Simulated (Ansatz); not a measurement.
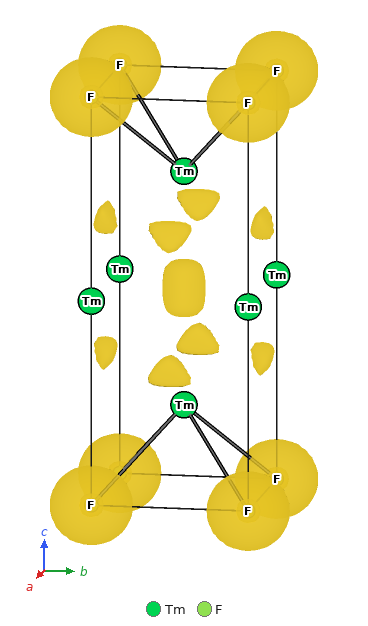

Figure 1: Tm3F. Isosurface of the electron localisation function at 0.65 (yellow), seen slightly off an axis. Core shells and regions of very low density are left out. Sticks mark near contacts.

Space group P4/mmm; a structure generated by program, which may or may not match a known phase; computed without spin polarisation; no Hubbard U on the f states and no spin–orbit coupling.

These are results of Ansatz, DFT PBE, scalar-relativistic, plane waves, PAW; 4f electrons in the core of a trivalent norm-conserving potential, not measurements.

### Identify the bonds, lone pairs and shells in this picture.

At this value the surface marks out one region wrapped around F (its valence shell) and five pockets between the atoms, centred on no nucleus (multi-centre or interstitial), counted in one cell of 4 atoms. Any copies at cell faces, edges or corners count once. Profiles from the grid: Tm–F (2.99 Å): the ELF is about 0.05 at the midpoint: no localised pair shows between them.
